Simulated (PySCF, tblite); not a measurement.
# C3H7BO2P radical: geometry, infrared bands and EPR parameters

Wanted: the infrared bands and EPR parameters of C3H7BO2P radical (`OB(P)O[C@@H]1[CH]C1`), by calculation.

Computed with tblite 0.8.0 and PySCF 2.14.0, with density-fitted response routines of our own, on a single molecule in the gas phase. Atoms count from 0, in the outputs and in this text.

### Step 1. Starting geometry

14 atoms, charge 0, multiplicity 2; geometry from: force field or distance geometry start.

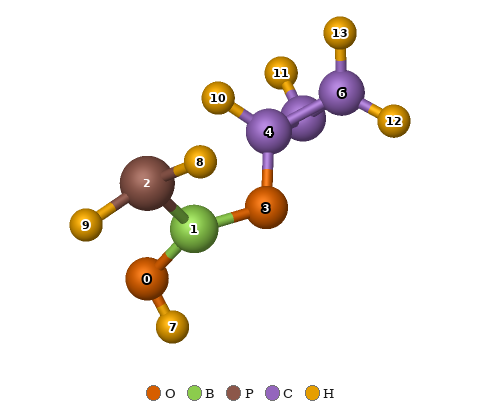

As it starts; oxygen orange, boron green, phosphorus brown, carbon purple, hydrogen amber, atoms numbered.

### Step 2. Optimising the geometry with GFN2-xTB

What the job is given:

```
{"job": {"kind": "relax", "xc": "GFN2-xTB", "basis": "xTB"}, "charge": 0, "multiplicity": 2}
O      2.019000    -1.652100     1.095800
B      1.398000    -0.536000     0.336500
P      2.240700     1.185900     0.515500
O      0.089100    -0.753300    -0.271500
C     -0.899000     0.035300     0.342100
C     -2.145300    -0.789700     0.655300
C     -2.173900     0.338800    -0.381200
H      2.175200    -2.424500     0.491600
H      1.957500     2.052300    -0.615200
H      3.633100     1.105300     0.844500
H     -0.580100     0.716700     1.169700
H     -2.711900    -0.572800     1.578200
H     -2.347100     0.000100    -1.407600
H     -2.656000     1.293600    -0.095800
```

On the command line:

```
OMP_NUM_THREADS=1 python probes_run.py task.json out
```

One launch serves the whole session: the jobs run in the order shown.

The program printed:

```text
step      E/eV     max force
  0    -591.73556    3.190
  1    -592.27052    2.191
  2    -592.65276    1.865
  3    -592.77720    1.066
  4    -593.13860    1.356
  5    -593.28058    1.475
  6    -593.39502    0.849
  7    -593.47974    0.679
  8    -593.53128    0.682
  9    -593.56956    0.608
 10    -593.60364    0.534
 11    -593.64069    0.577
 12    -593.66580    0.539
 13    -593.68257    0.375
 14    -593.69662    0.253
 15    -593.70793    0.294
 16    -593.71734    0.419
 17    -593.72567    0.329
 18    -593.73746    0.480
 19    -593.75083    0.404
 20    -593.77941    0.388
 21    -593.79357    0.377
 22    -593.81946    0.370
 23    -593.83070    0.287
 24    -593.84162    0.258
 25    -593.84852    0.248
 26    -593.85421    0.215
 27    -593.85816    0.161
 28    -593.86118    0.168
 29    -593.86382    0.158
 30    -593.86663    0.135
 31    -593.86936    0.150
 32    -593.87129    0.118
 33    -593.87241    0.065
 34    -593.87319    0.067
 35    -593.87396    0.073
 36    -593.87469    0.086
 37    -593.87541    0.067
 38    -593.87618    0.088
 39    -593.87712    0.114
 40    -593.87834    0.127
 41    -593.88003    0.126
 42    -593.88265    0.155
 43    -593.88682    0.218
 44    -593.89334    0.323
 45    -593.89921    0.309
 46    -593.89009    0.937
 47    -593.90546    0.108
 48    -593.90673    0.106
 49    -593.90813    0.081
 50    -593.90963    0.126
 51    -593.91087    0.120
 52    -593.91245    0.101
 53    -593.91351    0.075
 54    -593.91422    0.066
 55    -593.91466    0.061
 56    -593.91499    0.043
 57    -593.91528    0.048
 58    -593.91560    0.048
 59    -593.91592    0.042
 60    -593.91620    0.039
 61    -593.91649    0.056
 62    -593.91682    0.053
 63    -593.91714    0.053
 64    -593.91735    0.038
 65    -593.91746    0.032
 66    -593.91757    0.025
 67    -593.91771    0.029
 68    -593.91786    0.031
 69    -593.91802    0.032
 70    -593.91818    0.037
 71    -593.91837    0.036
 72    -593.91855    0.034
 73    -593.91870    0.030
 74    -593.91883    0.030
 75    -593.91897    0.031
 76    -593.91914    0.029
 77    -593.91930    0.026
 78    -593.91942    0.025
 79    -593.91951    0.023
 80    -593.91959    0.020
 81    -593.91968    0.019
 82    -593.91974    0.016
 83    -593.91978    0.013
 84    -593.91980    0.011
 85    -593.91981    0.010
 86    -593.91983    0.015
 87    -593.91986    0.017
 88    -593.91988    0.014
 89    -593.91989    0.008
```

Run time: 0.51 s. Hardware: 1 thread of Arm Neoverse V1, shared host.

Step by step: (not every step is listed)

| step | energy from step 0 (eV) | largest force (eV/Å) |
| --- | --- | --- |
| 0 | 0.0000 | 3.1900 |
| 1 | -0.5350 | 2.1912 |
| 2 | -0.9172 | 1.8654 |
| 3 | -1.0416 | 1.0656 |
| 4 | -1.4030 | 1.3555 |
| 5 | -1.5450 | 1.4750 |
| 6 | -1.6595 | 0.8493 |
| 7 | -1.7442 | 0.6786 |
| 8 | -1.7957 | 0.6816 |
| 15 | -1.9724 | 0.2944 |
| 22 | -2.0839 | 0.3697 |
| 29 | -2.1283 | 0.1584 |
| 36 | -2.1391 | 0.0856 |
| 43 | -2.1513 | 0.2183 |
| 50 | -2.1741 | 0.1257 |
| 57 | -2.1797 | 0.0481 |
| 64 | -2.1818 | 0.0377 |
| 71 | -2.1828 | 0.0365 |
| 78 | -2.1839 | 0.0245 |
| 84 | -2.1842 | 0.0114 |
| 85 | -2.1843 | 0.0098 |
| 86 | -2.1843 | 0.0148 |
| 87 | -2.1843 | 0.0175 |
| 88 | -2.1843 | 0.0144 |
| 89 | -2.1843 | 0.0078 |

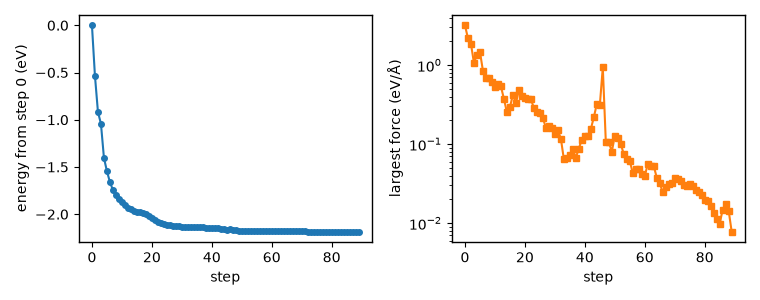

Energy and largest force along the relaxation.

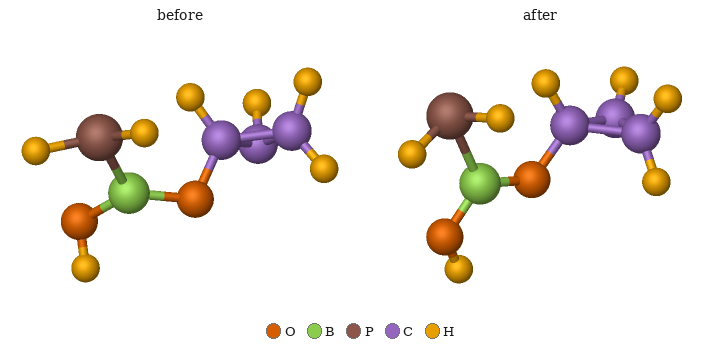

The geometry before (left) and after (right).

Close pairs (by a distance rule), those that changed most:

| bond | before (Å) | after (Å) | change (Å) |
| --- | --- | --- | --- |
| O0–B1 | 1.486 | 1.345 | -0.141 |
| B1–O3 | 1.459 | 1.349 | -0.111 |
| C5–C6 | 1.533 | 1.461 | -0.071 |
| P2–H8 | 1.452 | 1.385 | -0.068 |
| C4–C5 | 1.527 | 1.459 | -0.068 |
| P2–H9 | 1.433 | 1.378 | -0.055 |
| C5–H11 | 1.104 | 1.067 | -0.037 |
| O0–H7 | 0.993 | 0.960 | -0.033 |

The final coordinates are the input of the step that follows.

### Step 3. Infrared spectrum with GFN2-xTB

What the job is given:

```
{"job": {"kind": "ir", "xc": "GFN2-xTB", "basis": "xTB"}, "charge": 0, "multiplicity": 2}
O      2.355499    -1.490754     0.253783
B      1.428965    -0.539103     0.464249
P      2.079582     1.215489     0.953704
O      0.122547    -0.863319     0.379417
C     -0.913944     0.037945     0.633990
C     -2.273432    -0.448931     0.845646
C     -1.987387     0.198861    -0.432379
H      2.018364    -2.369072     0.064854
H      1.646550     1.848379    -0.199234
H      3.351459     1.016715     0.463107
H     -0.563506     0.916715     1.187484
H     -2.994519    -0.267551     1.611321
H     -1.869636    -0.431084    -1.305096
H     -2.401220     1.175234    -0.662987
```

The program printed:

```text
mode    cm-1     km/mol
  1      35.2      1.10
  2     113.3      5.58
  3     121.0      2.43
  4     160.0     10.31
  5     239.9      5.14
  6     343.9     27.68
  7     352.5      4.50
  8     383.1      6.89
  9     423.2      3.64
 10     541.0     42.31
 11     576.2     13.76
 12     613.9    218.67
 13     744.9      9.16
 14     760.5     25.82
 15     789.1     40.14
 16     830.7     18.53
 17     912.5     89.50
 18     959.9     68.66
 19     996.8      4.63
 20    1017.9      6.90
 21    1046.0      5.58
 22    1077.2     15.27
 23    1120.0    136.16
 24    1132.6     12.07
 25    1192.9    163.92
 26    1265.5     66.31
 27    1287.8    539.31
 28    1362.4     13.21
 29    1431.2     20.39
 30    2317.3    117.50
 31    2430.0    108.10
 32    2853.0     50.28
 33    2997.8     20.90
 34    3042.4      5.10
 35    3170.4     25.39
 36    3574.3      6.62
```

Wall time 0.39 s (1 thread of Arm Neoverse V1, shared host).

The strongest bands and the atoms that carry them (share of the mass-weighted mode):

| cm⁻¹ | km/mol | atoms |
| --- | --- | --- |
| 614 | 218.7 | H7 75 %, O0 11 % |
| 912 | 89.5 | C4 25 %, H7 19 %, C5 17 %, C6 13 % |
| 960 | 68.7 | H7 26 %, H11 17 %, C4 12 %, O0 12 % |
| 1120 | 136.2 | C4 18 %, B1 16 %, C5 15 %, C6 14 % |
| 1193 | 163.9 | B1 40 %, O3 21 % |
| 1288 | 539.3 | B1 60 %, O3 17 %, O0 13 % |
| 2317 | 117.5 | H8 82 %, H9 15 % |
| 2430 | 108.1 | H9 81 %, H8 15 % |

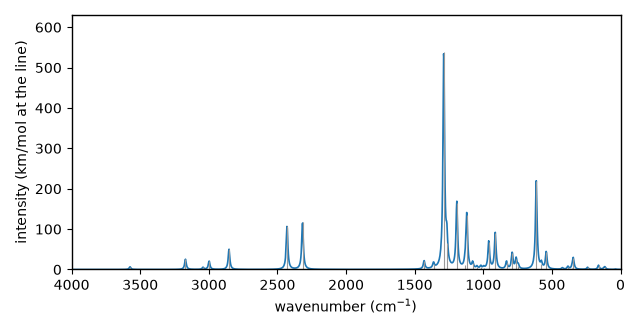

The infrared spectrum from these modes, unscaled. Lines are broadened to a width of 14 cm⁻¹ (Lorentzian).

### Step 4. EPR parameters: B3LYP/pcH-1

The job, as its differences from that of step 3:

```diff
@@ -1,2 +1,2 @@
-{"job": {"kind": "ir", "xc": "GFN2-xTB", "basis": "xTB"}, "charge": 0, "multiplicity": 2}
+{"job": {"kind": "epr", "basis": "pcH-1"}, "charge": 0, "multiplicity": 2}
 O      2.355499    -1.490754     0.253783
```

Method: UKS B3LYP, pcH-1 on B C H O P, non-relativistic, mean-field spin-orbit, GIAO.

The program printed:

```text
UKS, coarse grid
  cycle   1  E = -635.04974471  |g| = 6.47e-01
  cycle   2  E = -634.85514749  |g| = 9.89e-01
  cycle   3  E = -635.19381607  |g| = 6.99e-02
  cycle   4  E = -635.19564028  |g| = 3.41e-02
  cycle   5  E = -635.19619334  |g| = 7.78e-03
  cycle   6  E = -635.19622112  |g| = 4.53e-03
  cycle   7  E = -635.19623089  |g| = 1.67e-03
  cycle   8  E = -635.19623114  |g| = 9.02e-04
UKS, final grid
  cycle   1  E = -635.19633465  |g| = 1.31e-03
  cycle   2  E = -635.19633359  |g| = 2.21e-03
  cycle   3  E = -635.19633529  |g| = 1.91e-04
  cycle   4  E = -635.19633530  |g| = 4.09e-05
  cycle   5  E = -635.19633530  |g| = 2.74e-05
E = -635.19633530 Eh   <S^2> = 0.7533 (exact 0.7500)
g shifts (ppm)      1          2          3
  rmc          -146       -146       -146
  gc             22         14         15
  oz_so         -65        418        993
  total        -189        286        862
hyperfine (MHz)  atom isotope    a_iso     a_fc   dipolar eigenvalues
    0   17O       0.05       0.04     -0.73      0.27      0.46
    1   11B      -0.86      -0.86     -0.94     -0.50      1.45
    2   31P       9.79       9.79     -0.38     -0.14      0.52
    3   17O     -24.97     -24.95     -7.31      3.37      3.94
    4   13C     -22.37     -22.36     -5.40     -2.27      7.68
    5   13C     263.96     264.03    -76.82    -72.62    149.44
    6   13C     -22.85     -22.86     -4.90      0.59      4.31
    7    1H       0.27       0.28     -0.93     -0.63      1.56
    8    1H       0.34       0.34     -0.85     -0.74      1.59
    9    1H       3.01       3.01     -0.42     -0.39      0.81
   10    1H      32.81      32.81     -6.04     -1.61      7.65
   11    1H     -21.83     -21.84    -34.45     -3.86     38.31
   12    1H     117.87     117.87     -6.54     -4.09     10.63
   13    1H      73.69      73.69     -4.87     -2.39      7.26
```

It took 60 s on 1 thread of Arm Neoverse V1, shared host; peak memory 0.91 GiB.

Principal g values 2.00213, 2.00261, 2.00318; g(iso) = 2.00264, against 2.00232 for a free electron.

Hyperfine couplings; where a row names several nuclei, a(iso) is their mean (it holds for fast rotation or exchange) and the dipolar term the largest among them:

| nuclei | isotope | a(iso) (MHz) | a(iso) (G, at g = 2.0023) | largest dipolar term (MHz) |
| --- | --- | --- | --- | --- |
| C5 | 13C | 264.0 | 94.2 | 149.4 |
| H12 | 1H | 117.9 | 42.1 | 10.6 |
| H13 | 1H | 73.7 | 26.3 | 7.3 |
| H10 | 1H | 32.8 | 11.7 | 7.7 |
| O3 | 17O | -25.0 | -8.9 | -7.3 |
| C6 | 13C | -22.8 | -8.2 | -4.9 |
| C4 | 13C | -22.4 | -8.0 | 7.7 |
| H11 | 1H | -21.8 | -7.8 | 38.3 |
| P2 | 31P | 9.8 | 3.5 | 0.5 |
| H8, H9 | 1H | 1.7 | 0.6 | 1.6 |
| B1 | 11B | -0.9 | -0.3 | 1.4 |
| H7 | 1H | 0.3 | 0.1 | 1.6 |
| O0 | 17O | 0.0 | 0.0 | -0.7 |

Mulliken spin populations:

O0 0.00; B1 0.00; P2 0.00; O3 0.02; C4 -0.01; C5 0.98; C6 -0.06; H7 0.00; H8 0.00; H9 0.00; H10 0.01; H11 -0.02; H12 0.04; H13 0.03

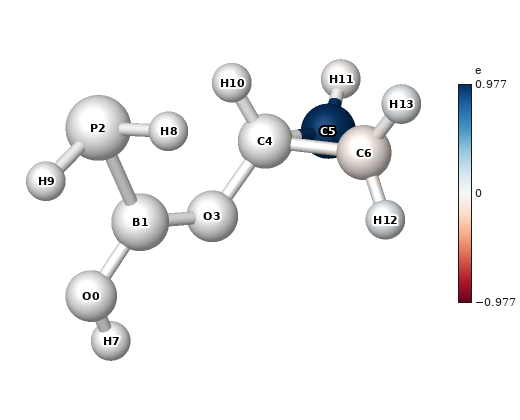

Mulliken spin populations, as colours on the atoms.

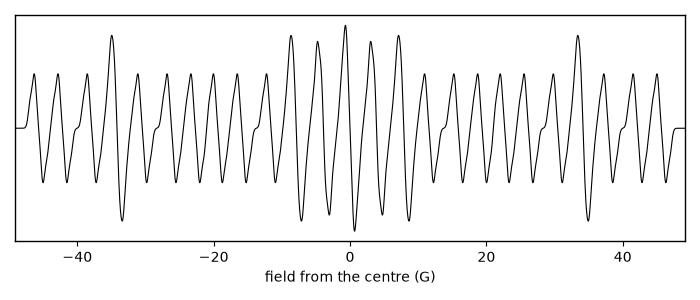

First-order isotropic spectrum (first derivative, main isotopes with spin only, couplings over 0.8 MHz, Gaussian width 0.3 G; couplings of the frozen geometry, rotation of groups not averaged beyond the rows shown).

Orbitals, density, ELF and potential are computed afterwards from the orbital file.

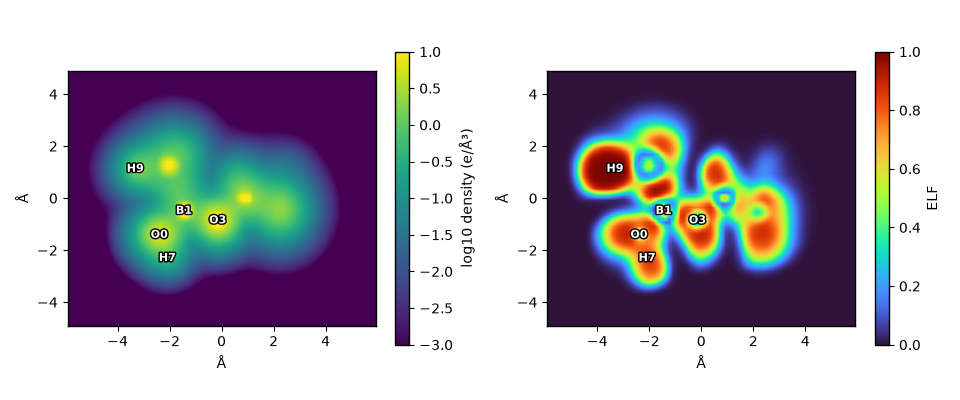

Density (left) and ELF (right) in a plane through or near 5 of the atoms.

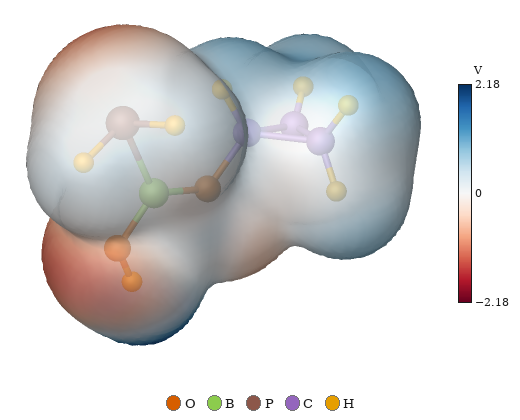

Electrostatic potential on the surface of density 0.002 e/bohr³; red is low, blue high. It runs from -1.24 V near O0 to 2.18 V near H7.

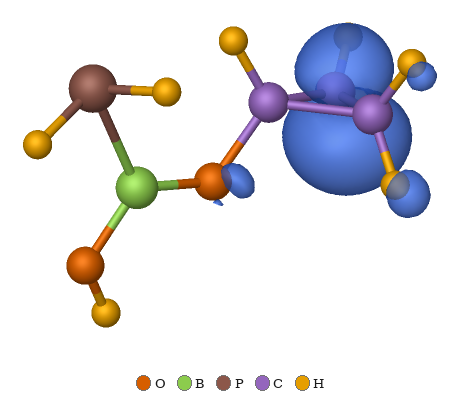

Spin density at ±0.05 e/Å³ (alpha excess blue, beta excess red).

### Step 5. Results

| quantity | value |
| --- | --- |
| strongest single infrared mode (GFN2-xTB) | 1288 cm⁻¹, 539 km/mol |
| zero-point energy (GFN2-xTB) | 60.4 kcal/mol |
| g(iso) (B3LYP) | 2.00264 |
| ⟨S²⟩ | 0.753 (exact 0.75) |
| largest a(iso) (averaged by class) | 13C on C5, 264.0 MHz |
| potential on the surface of density 0.002 e/bohr³, 1st and 99th percentile | -1.24 V and 2.18 V |

**Reading.** Over 89 steps the energy fell by 2.184 eV; of the close pairs, O0–B1 changed most, 1.486 to 1.345 Å. No mode is imaginary among the 36: a minimum at this level. The strongest single mode, at 1288 cm⁻¹, moves mainly B1. GFN2-xTB is a fitted tight-binding method: band positions and strengths are rough. Its intensities can rank the bands wrongly. Most of the unpaired spin sits on C5 (0.98 e). The isotropic g lies 0.3 ppt above the free-electron value. These values are for one conformer; the search (at its own cheap level) found 2 more, at 1.05, 1.97 kcal/mol, and measured spectra average over such forms.
